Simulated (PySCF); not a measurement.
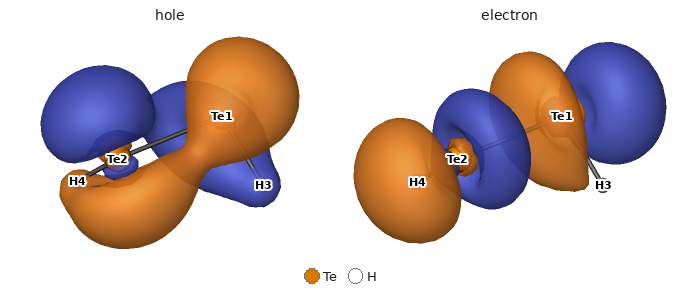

H$_{2}$Te$_{2}$. Leading natural transition orbital pair of S₁ (TDA singlet states); the surfaces enclose about 70 % of each orbital's density.

Level of theory: ωB97X/def2-SVPD (PySCF), at a geometry from GFN2-xTB. Core potentials replace the inner electrons of Te; spin–orbit coupling isn't included. No frequency check shows the geometry to be a minimum. GFN2-xTB bond lengths at metals and heavier atoms can be off by up to 0.1 Å and shapes distorted, which carries into these values.

Input script:

```python
import numpy as np
from pyscf import gto, scf, dft, tdscf
from pyscf.scf import atom_ks, atom_hf
from scipy.linalg import block_diag

def solve(mol, dm0=None, hcore=None):
    mf = (dft.UKS if mol.spin else dft.RKS)(mol, xc='wb97x')
    mf.grids.level = 3
    mf = mf.density_fit(auxbasis='def2-universal-jkfit')
    mf.conv_tol, mf.max_cycle = 1e-8, 80
    if hcore is not None:
        mf.get_hcore = lambda *args: hcore
    mf.kernel(dm0)
    if not mf.converged:
        mf = mf.newton().run(mf.mo_coeff, mf.mo_occ, max_cycle=30)
    assert mf.converged, 'SCF not converged'
    return mf

mol = gto.M(atom='''
Te    -1.34379    -0.02524     0.02098
Te     1.34379     0.02524     0.02098
H     -1.49025     1.18326    -1.09099
H      1.49025    -1.18326    -1.09099
''', basis='def2-svpd', ecp={'Te': 'def2-svpd'}, charge=0, spin=0, verbose=4)
mf = solve(mol)
td = mf.TDA()
td.nstates, td.singlet, td.conv_tol = 5, True, 1e-5
td.kernel()
td.analyze()
x, y = np.array([p[0] for p in td.xy]), np.array([p[1] + 0 * p[0] for p in td.xy])
f, mu = td.oscillator_strength(), td.transition_dipole()
nto = [td.get_nto(state=i + 1, verbose=4) for i in range(len(td.e))]
# spherically averaged free atoms, for the promolecule
atom_ks.AtomSphAverageRKS.init_guess_by_vsap = lambda self, mol=None: self.init_guess_by_minao(mol)  # core potentials
atm = atom_ks.get_atm_nrks(mol, xc='wb97x')
pro = block_diag(*[(atm[a[0]][2] * atm[a[0]][3]) @ atm[a[0]][2].T for a in mol._atom])
np.savez('result.npz', e=td.e, f=f, ok=td.converged, w=[n[0] for n in nto], nto=[n[1] for n in nto], x=x, y=y, c=mf.mo_coeff, occ=mf.mo_occ, eps=mf.mo_energy, pro=pro, mu=mu)
```

Run with:

```sh
OMP_NUM_THREADS=1 python input.py
```

The run took 64 s on 1 thread of Intel(R) Xeon(R) CPU @ 2.60GHz (Ice Lake), with other jobs on the host, peak memory 0.47 GiB.

> Give its energy and the atoms that hole and electron lie on.

3.31 eV (375 nm), f = 0.002, partly diffuse acceptor orbital; the leading pair carries 98 %; hole on Te1 and Te2 (47 % each), electron on Te1 and Te2 (48 % each) (atom shares of so diffuse an orbital are rough); their centroids lie 0.1 Å apart. In canonical orbitals it is mainly HOMO → LUMO (94 %). The HOMO–LUMO gap is 8.42 eV.
